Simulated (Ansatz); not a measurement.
# SiH₃+ (singlet): one geometry, many settings at distance Si1–H3 = 2.395 Å

Aim: run SiH₃+ (singlet) at one geometry under a spread of methods and options, and see what each costs and gives.

The runs use Ansatz 0.2.0, Gaussian basis; the settings change from run to run.

26 further runs of the same task are left out: 6 for a known fault of the program, 1 for a mislabelled method, 15 that didn't finish, 4 set aside as unsound or not needed.

**1. The system**

The geometry derives from a PBE0/def2-TZVP stationary point (not a proven minimum). One bond is set to the value named and the two fragments are kept rigid.

4 atoms, charge 1, spin multiplicity 1.

Atoms are counted from 1 here; the program's logs count them from 0.

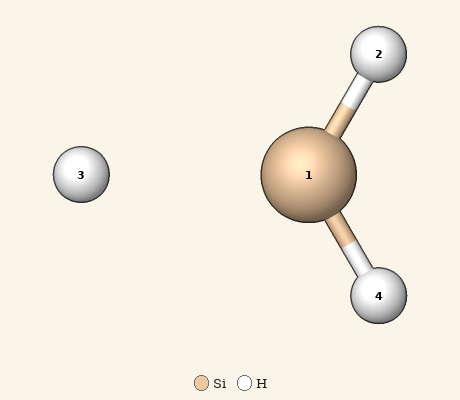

The geometry (silicon light orange, hydrogen white); atoms are numbered from 1 in the order of the file.

**2. BCCD(T)/def2-SVPD**

File in.yaml:

```yaml
crystal:
  periodic: [false, false, false]
  atoms:
    - {symbol: Si, position_ang: [0.015202, -0.025752, 0.000059]}
    - {symbol: H, position_ang: [1.487145, -0.011525, -0.000037]}
    - {symbol: H, position_ang: [-1.202290, 2.036701, -0.004667]}
    - {symbol: H, position_ang: [-0.708448, -1.307603, 0.003060]}
basis:
  gaussian: {orbitals: def2-SVPD}
total_charge: 1
magnetization: {spin_polarized: false}
hamiltonian: {xc: {name: PBE}}
correlation: {method: bccd_t, electrons: outside_noble_gas}
output: {forces: true}
```

Command:

```sh
ansatz run in.yaml --threads 1 --pin off --events-out ev --progress --plain --max-ram 2393MiB
```

Output (excerpt; [...] marks lines left out):

```text
Functional definition: PBE
  name "PBE"
  cite "Perdew, Burke & Ernzerhof, Phys. Rev. Lett. 77, 3865 (1996) doi:10.1103/PhysRevLett.77.3865"
  parent pbe
[...]
467 factors; integrals over basis functions are off by at most 1.2e-3 eV
[...]
mean field -7907.16911688 eV, -290.5831053735 hartree, gradient 3.4e-6 eV, S^2 0.000000; 0 other end points of the search recorded, 0 dependent functions left out
5 core orbitals not correlated: weight in the atoms' cores, before any rotation towards them, 1.000 or more for the frozen orbitals, at most 0.000 for the correlated occupied ones
reference -7894.70983592 eV, -290.1252352435 hartree; 3, 3 occupied and 40, 40 virtual orbitals, 467 factors
second order -2.86145712 eV of doubles, -0.25291903 eV of singles
cycle   1  -3.60811671 eV  change   -5.0e-1 eV  update   7.4e-2
[...]
cycle  10  -3.92576970 eV  change    5.4e-6 eV  update   3.2e-6
perturbative correction -0.09904436 eV, -0.0036398132 hartree
[...]
Total energy: -7898.73464998 eV, -290.2731444320 hartree
Atom 0 at     0.015202    -0.025752     0.000059 Å, force    -1.372925     2.325761    -0.005329 eV/Å
Atom 1 at     1.487145    -0.011525    -0.000037 Å, force     0.153059     0.019778    -0.000052 eV/Å
Atom 2 at    -1.202290     2.036701    -0.004667 Å, force     1.311136    -2.221088     0.005090 eV/Å
Atom 3 at    -0.708448    -1.307603     0.003060 Å, force    -0.091269    -0.124451     0.000292 eV/Å
Dipole moment:    -0.026595     0.045052    -0.000103 e Å
```

Wall time 2.6 s (1 thread of Intel Xeon Platinum 8259CL at 2.50GHz, shared host).

From the report: correlation -4.0248 eV; largest double amplitude 0.25.

**3. BCCD(T) on RHF/def2-SVPD**

in.yaml, as its differences from that of step 2:

```diff
@@ -11,4 +11,2 @@
 magnetization: {spin_polarized: false}
-hamiltonian: {xc: {name: PBE}}
 correlation: {method: bccd_t, electrons: outside_noble_gas}
-output: {forces: true}
```

The command is unchanged.

Output (excerpt; [...] marks lines left out):

```text
Functional definition: HF
  name "HF"
  cite "Fock, Z. Phys. 61, 126 (1930) doi:10.1007/BF01340294"
  parent pbe
[...]
467 factors; integrals over basis functions are off by at most 1.2e-3 eV
[...]
mean field -7895.12803776 eV, -290.1406038778 hartree, gradient 1.6e-6 eV, S^2 0.000000; 0 other end points of the search recorded, 0 dependent functions left out; unrestricted orbitals would lower it
[...]
5 core orbitals not correlated: weight in the atoms' cores, before any rotation towards them, 1.000 or more for the frozen orbitals, at most 0.000 for the correlated occupied ones
reference -7895.12803776 eV, -290.1406038778 hartree; 3, 3 occupied and 40, 40 virtual orbitals, 467 factors
second order -2.62725750 eV of doubles, -0.00000000 eV of singles
cycle   1  -3.22104804 eV  change   -5.9e-1 eV  update   8.1e-2
[...]
cycle  10  -3.58412466 eV  change    5.6e-6 eV  update   3.4e-6
perturbative correction -0.09854504 eV, -0.0036214633 hartree
Total energy: -7898.81070746 eV, -290.2759394928 hartree
```

Run time: 1.1 s. Hardware: 1 thread of Intel Xeon Platinum 8259CL at 2.50GHz, shared host.

From the report: correlation -3.6827 eV; largest double amplitude 0.25.

**4. CASCI(2,2)/cc-pVDZ**

in.yaml, as its differences from that of step 3:

```diff
@@ -8,5 +8,6 @@
 basis:
-  gaussian: {orbitals: def2-SVPD}
+  gaussian: {orbitals: cc-pVDZ}
 total_charge: 1
-magnetization: {spin_polarized: false}
-correlation: {method: bccd_t, electrons: outside_noble_gas}
+correlation: {active_space: {window: {electrons: 2, orbitals: 2}, fixed_orbitals: true, states: [{multiplicity: 1, weights: [1, 0.5]}]}}
+scf: {lower_state_search: off}
+output: {forces: true}
```

The command is unchanged.

Output (excerpt; [...] marks lines left out):

```text
Functional definition: HF
  name "HF"
  cite "Fock, Z. Phys. 61, 126 (1930) doi:10.1007/BF01340294"
  parent pbe
[...]
600 factors; integrals over basis functions are off by at most 2.0e-7 eV
[...]
mean field -7897.55168462 eV, -290.2296712571 hartree, gradient 2.2e-6 eV, S^2 0.000000; 0 other end points of the search recorded, 0 dependent functions left out
reference -7897.55168462 eV, -290.2296712571 hartree; 8, 8 occupied and 25, 25 virtual orbitals, 600 factors
state -7897.56351536 eV, -290.2301060286 hartree
state -7893.49051668 eV, -290.0804260878 hartree
[...]
Total energy: -7896.20584913 eV, -290.1802127150 hartree
Atom 0 at     0.015202    -0.025752     0.000059 Å, force    -1.197217     2.028109    -0.004647 eV/Å
Atom 1 at     1.487145    -0.011525    -0.000037 Å, force     0.025661     0.441519    -0.001024 eV/Å
Atom 2 at    -1.202290     2.036701    -0.004667 Å, force     1.570519    -2.660488     0.006097 eV/Å
Atom 3 at    -0.708448    -1.307603     0.003060 Å, force    -0.398962     0.190860    -0.000425 eV/Å
Dipole moment:    -0.152073     0.257615    -0.000590 e Å
Checks for a lower state left out: starts, cluster_reference, orbital_swaps, neighbouring_geometries, increment
```

Wall time 0.6 s (1 thread of Intel Xeon Platinum 8259CL at 2.50GHz, shared host).

From the report: 2 determinants; active occupations (of the averaged states) 1.67, 0.33.

**5. HF/cc-pVDZ**

in.yaml, as its differences from that of step 4:

```diff
@@ -10,4 +10,5 @@
 total_charge: 1
-correlation: {active_space: {window: {electrons: 2, orbitals: 2}, fixed_orbitals: true, states: [{multiplicity: 1, weights: [1, 0.5]}]}}
-scf: {lower_state_search: off}
-output: {forces: true}
+magnetization: {spin_polarized: true, initial_magnetization: 0}
+hamiltonian: {xc: hf}
+accuracy: high
+output: {orbitals: {seedname: orbitals}}
```

The command is unchanged.

Output:

```text
Functional definition: HF
  name "HF"
  cite "Fock, Z. Phys. 61, 126 (1930) doi:10.1007/BF01340294"
  parent pbe
  exchange = exact_x
  correlation = 0
665 factors; integrals over basis functions are off by at most 3.5e-9 eV
mean field evaluation 1: about -7897.1938 eV, gradient 5.3e0 eV
mean field evaluation 2: about -7897.1913 eV, gradient 5.3e0 eV
mean field evaluation 4: about -7897.5517 eV, gradient 1.4e-1 eV
mean field evaluation 8: about -7897.5517 eV, gradient 4.0e-4 eV
mean field evaluation 16: about -7898.0245 eV, gradient 4.0e-1 eV
mean field evaluation 32: about -7898.0309 eV, gradient 1.0e-3 eV
mean field -7898.03089352 eV, -290.2472818594 hartree, gradient 7.8e-9 eV, S^2 0.603997; 2 other end points of the search recorded, 0 dependent functions left out
reference -7898.03089352 eV, -290.2472818594 hartree; 8, 8 occupied and 25, 25 virtual orbitals, 665 factors
Total energy: -7898.03089352 eV, -290.2472818594 hartree
```

Wall time 0.63 s (1 thread of Intel Xeon Platinum 8259CL at 2.50GHz, shared host).

From the report: ⟨S²⟩ of the determinant 0.604 (pure singlet: 0.00). The determinant is far from a pure spin state, so its energy mixes those of several spin states (harmless only where they are near-degenerate, as at dissociation).

**6. MRCISD+Q(relaxed)(2,6)/6-31G**

in.yaml, as its differences from that of step 5:

```diff
@@ -8,7 +8,4 @@
 basis:
-  gaussian: {orbitals: cc-pVDZ}
+  gaussian: {orbitals: 6-31G}
 total_charge: 1
-magnetization: {spin_polarized: true, initial_magnetization: 0}
-hamiltonian: {xc: hf}
-accuracy: high
-output: {orbitals: {seedname: orbitals}}
+correlation: {method: fic_mrcisd_q_relaxed, electrons: outside_noble_gas, active_space: {window: {electrons: 2, orbitals: 6}}}
```

Launched as before.

Output (excerpt; [...] marks lines left out):

```text
Functional definition: HF
  name "HF"
  cite "Fock, Z. Phys. 61, 126 (1930) doi:10.1007/BF01340294"
  parent pbe
[...]
236 factors; integrals over basis functions are off by at most 2.0e-4 eV
[...]
mean field -7896.12014232 eV, -290.1770630476 hartree, gradient 1.6e-6 eV, S^2 0.000000; 0 other end points of the search recorded, 0 dependent functions left out; unrestricted orbitals would lower it
reference -7896.12014232 eV, -290.1770630476 hartree; 8, 8 occupied and 11, 11 virtual orbitals, 236 factors
state -7897.40193931 eV, -290.2241682183 hartree
contracted CI cycle   1: correlation 0.00000000 eV, 0.0000000000 hartree, residual 7.36e0 eV
contracted CI cycle   2: correlation -1.24408647 eV, -0.0457193345 hartree, residual 1.38e0 eV
contracted CI cycle   3: correlation -1.29543214 eV, -0.0476062532 hartree, residual 3.63e-1 eV
contracted CI cycle   4: correlation -1.29861210 eV, -0.0477231144 hartree, residual 1.59e-1 eV
contracted CI cycle   5: correlation -1.29927414 eV, -0.0477474439 hartree, residual 7.43e-2 eV
contracted CI cycle   6: correlation -1.29942671 eV, -0.0477530506 hartree, residual 3.01e-2 eV
contracted CI cycle   7: correlation -1.29945653 eV, -0.0477541466 hartree, residual 1.08e-2 eV
contracted CI cycle   8: correlation -1.29945956 eV, -0.0477542580 hartree, residual 3.26e-3 eV
contracted CI cycle   9: correlation -1.29945982 eV, -0.0477542674 hartree, residual 8.76e-4 eV
state -7897.40193931 eV, -290.2241682183 hartree; corrected -7898.75047085 eV, -290.2737258383 hartree
WARN: 1 active orbitals are nearly empty or full. The corrections depend on them more than the energy does, and are more stable in an active space without them
Total energy: -7898.75047085 eV, -290.2737258383 hartree
```

It took 1.8 s on 1 thread of Intel Xeon Platinum 8259CL at 2.50GHz, shared host.

From the report: 18 determinants; active occupations 1.80, 0.20, 0.00, 0.00, 0.00, 0.00. The report marks this result as in doubt.

**7. CISD/aug-cc-pVDZ**

in.yaml, as its differences from that of step 6:

```diff
@@ -8,4 +8,5 @@
 basis:
-  gaussian: {orbitals: 6-31G}
+  gaussian: {orbitals: aug-cc-pVDZ}
 total_charge: 1
-correlation: {method: fic_mrcisd_q_relaxed, electrons: outside_noble_gas, active_space: {window: {electrons: 2, orbitals: 6}}}
+correlation: {active_space: {ras: {orbitals: [3, 0, 46], electrons: 6, max_holes: 2, max_particles: 2}, fixed_orbitals: true}}
+accuracy: high
```

The command is unchanged.

Output:

```text
Functional definition: HF
  name "HF"
  cite "Fock, Z. Phys. 61, 126 (1930) doi:10.1007/BF01340294"
  parent pbe
  exchange = exact_x
  correlation = 0
1040 factors; integrals over basis functions are off by at most 3.8e-9 eV
mean field evaluation 1: about -7897.1695 eV, gradient 8.0e0 eV
mean field evaluation 2: about -7897.1708 eV, gradient 8.0e0 eV
mean field evaluation 4: about -7897.6280 eV, gradient 3.2e-1 eV
mean field evaluation 8: about -7897.6285 eV, gradient 4.9e-5 eV
mean field -7897.62853316 eV, -290.2324953887 hartree, gradient 9.2e-8 eV, S^2 0.000000; 0 other end points of the search recorded, 0 dependent functions left out
reference -7897.62853316 eV, -290.2324953887 hartree; 8, 8 occupied and 46, 46 virtual orbitals, 1040 factors
state -7901.02159040 eV, -290.3571879423 hartree
Total energy: -7901.02159040 eV, -290.3571879423 hartree
```

Wall time 1.9 s (1 thread of Intel Xeon Platinum 8259CL at 2.50GHz, shared host).

From the report: 7,609 determinants.

**8. CCSDT(Q)/B on RHF/cc-pVDZ**

in.yaml, as its differences from that of step 7:

```diff
@@ -8,5 +8,6 @@
 basis:
-  gaussian: {orbitals: aug-cc-pVDZ}
+  gaussian: {orbitals: cc-pVDZ}
 total_charge: 1
-correlation: {active_space: {ras: {orbitals: [3, 0, 46], electrons: 6, max_holes: 2, max_particles: 2}, fixed_orbitals: true}}
-accuracy: high
+magnetization: {spin_polarized: false}
+correlation: {method: ccsdt_q_b, electrons: outside_noble_gas, diis_vectors: 12}
+scf: {omitted_lower_state_checks: [cluster_reference]}
```

Same command.

Output (excerpt; [...] marks lines left out):

```text
Functional definition: HF
  name "HF"
  cite "Fock, Z. Phys. 61, 126 (1930) doi:10.1007/BF01340294"
  parent pbe
[...]
600 factors; integrals over basis functions are off by at most 2.0e-7 eV
[...]
mean field -7897.55168462 eV, -290.2296712571 hartree, gradient 2.2e-6 eV, S^2 0.000000; 0 other end points of the search recorded, 0 dependent functions left out; unrestricted orbitals would lower it
5 core orbitals not correlated: weight in the atoms' cores, before any rotation towards them, 1.000 or more for the frozen orbitals, at most 0.000 for the correlated occupied ones
reference -7897.55168462 eV, -290.2296712571 hartree; 3, 3 occupied and 25, 25 virtual orbitals, 600 factors
second order -2.55619127 eV of doubles, -0.00000000 eV of singles
cycle   1  -3.13844469 eV  change   -5.8e-1 eV  update   8.5e-2
[...]
cycle  14  -3.63836767 eV  change    1.2e-7 eV  update   1.6e-7
perturbative correction -0.00424209 eV, -0.0001558939 hartree
Total energy: -7901.19429438 eV, -290.3635346966 hartree
Checks for a lower state left out: cluster_reference
```

Wall time 2.5 s (1 thread of Intel Xeon Platinum 8259CL at 2.50GHz, shared host).

From the report: correlation -3.6426 eV; T1 0.020; largest double amplitude 0.28.

**9. CCSD(T) on UHF/cc-pVDZ**

in.yaml, as its differences from that of step 8:

```diff
@@ -10,4 +10,5 @@
 total_charge: 1
-magnetization: {spin_polarized: false}
-correlation: {method: ccsdt_q_b, electrons: outside_noble_gas, diis_vectors: 12}
+magnetization: {spin_polarized: true, initial_magnetization: 0}
+correlation: {method: ccsd_t, electrons: outside_noble_gas}
 scf: {omitted_lower_state_checks: [cluster_reference]}
+output: {forces: true}
```

Same command.

Output (excerpt; [...] marks lines left out):

```text
Functional definition: HF
  name "HF"
  cite "Fock, Z. Phys. 61, 126 (1930) doi:10.1007/BF01340294"
  parent pbe
[...]
311 factors; integrals over basis functions are off by at most 1.7e-3 eV
[...]
mean field -7898.03088173 eV, -290.2472814260 hartree, gradient 2.4e-6 eV, S^2 0.603991; 4 other end points of the search recorded, 0 dependent functions left out
5 core orbitals not correlated: weight in the atoms' cores, before any rotation towards them, 1.000 or more for the frozen orbitals, at most 0.000 for the correlated occupied ones
reference -7898.03088173 eV, -290.2472814260 hartree; 3, 3 occupied and 25, 25 virtual orbitals, 311 factors
second order -1.89113867 eV of doubles, -0.00000000 eV of singles
cycle   1  -2.33709490 eV  change   -4.5e-1 eV  update   6.6e-2
[...]
cycle  14  -3.01092635 eV  change    3.3e-6 eV  update   9.4e-7
perturbative correction -0.09624798 eV, -0.0035370481 hartree
[...]
Total energy: -7901.13805607 eV, -290.3614679768 hartree
Atom 0 at     0.015202    -0.025752     0.000059 Å, force    -1.472061     2.493699    -0.005714 eV/Å
Atom 1 at     1.487145    -0.011525    -0.000037 Å, force     0.241948     0.025970    -0.000071 eV/Å
Atom 2 at    -1.202290     2.036701    -0.004667 Å, force     1.369751    -2.320384     0.005317 eV/Å
Atom 3 at    -0.708448    -1.307603     0.003060 Å, force    -0.139638    -0.199284     0.000468 eV/Å
Dipole moment:    -0.026150     0.044298    -0.000102 e Å
Checks for a lower state left out: cluster_reference
```

Wall time 2.3 s (1 thread of Intel Xeon Platinum 8259CL at 2.50GHz, shared host).

From the report: ⟨S²⟩ of the determinant 0.604 (pure singlet: 0.00); correlation -3.1072 eV; T1 0.111; largest double amplitude 0.31. The determinant is far from a pure spin state, so its energy mixes those of several spin states (harmless only where they are near-degenerate, as at dissociation).

**10. CASSCF(4,8)/cc-pVDZ**

in.yaml, as its differences from that of step 9:

```diff
@@ -10,5 +10,2 @@
 total_charge: 1
-magnetization: {spin_polarized: true, initial_magnetization: 0}
-correlation: {method: ccsd_t, electrons: outside_noble_gas}
-scf: {omitted_lower_state_checks: [cluster_reference]}
-output: {forces: true}
+correlation: {active_space: {window: {electrons: 4, orbitals: 8}}}
```

Launched as before.

Output:

```text
Functional definition: HF
  name "HF"
  cite "Fock, Z. Phys. 61, 126 (1930) doi:10.1007/BF01340294"
  parent pbe
  exchange = exact_x
  correlation = 0
311 factors; integrals over basis functions are off by at most 1.7e-3 eV
mean field evaluation 1: about -7897.1932 eV, gradient 7.5e0 eV
mean field evaluation 2: about -7897.1926 eV, gradient 7.5e0 eV
mean field evaluation 4: about -7897.5515 eV, gradient 2.0e-1 eV
mean field evaluation 8: about -7897.5517 eV, gradient 3.1e-4 eV
mean field -7897.55168729 eV, -290.2296713551 hartree, gradient 2.0e-6 eV, S^2 0.000000; 0 other end points of the search recorded, 0 dependent functions left out
reference -7897.55168729 eV, -290.2296713551 hartree; 8, 8 occupied and 25, 25 virtual orbitals, 311 factors
state -7899.72489738 eV, -290.3095353527 hartree
Total energy: -7899.72489738 eV, -290.3095353527 hartree
```

Run time: 7.5 s. Hardware: 1 thread of Intel Xeon Platinum 8259CL at 2.50GHz, shared host.

From the report: 784 determinants; active occupations 1.96, 1.81, 0.19, 0.02, 0.01, 0.01, 0.00, 0.00.

**11. All runs side by side**

Where basis and cores are those of an earlier FCI/cc-pVDZ run (-7901.1956 eV), and the state is the same kind, the miss against it is given. † marks a result that the program doubts.

| level | correlated | functions | energy (eV) | from FCI (meV) | time |
| --- | --- | --- | --- | --- | --- |
| BCCD(T)/def2-SVPD (on PBE orbitals) | outside noble gas | 48 | -7898.7346 |  | 2.6 s |
| BCCD(T) on RHF/def2-SVPD | outside noble gas | 48 | -7898.8107 |  | 1.1 s |
| CASCI(2,2)/cc-pVDZ (mean of several states) |  | 33 | -7896.2058 |  | 0.6 s |
| HF/cc-pVDZ |  | 33 | -7898.0309 | 3164.7 | 0.63 s |
| MRCISD+Q(relaxed)(2,6)/6-31G † | outside noble gas | 19 | -7898.7505 |  | 1.8 s |
| CISD/aug-cc-pVDZ | outside noble gas | 54 | -7901.0216 |  | 1.9 s |
| CCSDT(Q)/B on RHF/cc-pVDZ | outside noble gas | 33 | -7901.1943 | 1.3 | 2.5 s |
| CCSD(T) on UHF/cc-pVDZ | outside noble gas | 33 | -7901.1381 | 57.5 | 2.3 s |
| CASSCF(4,8)/cc-pVDZ |  | 33 | -7899.7249 | 1470.7 | 7.5 s |

**12. Summary of results**

```
quantity                                               value
    runs                                                   9
quickest  CASCI(2,2)/cc-pVDZ (mean of several states), 0.6 s
 slowest                          CASSCF(4,8)/cc-pVDZ, 7.5 s
```

Total energies in different bases, with other cores or another treatment of relativity can't be set against each other. CASSCF(4,8)/cc-pVDZ took 12 times as long as CASCI(2,2)/cc-pVDZ (mean of several states); the jobs differ in more than the method. Among the correlated runs with a miss given, it spans +1 to +58 meV. Hartree-Fock, CASSCF and CASCI lack dynamic correlation by design.
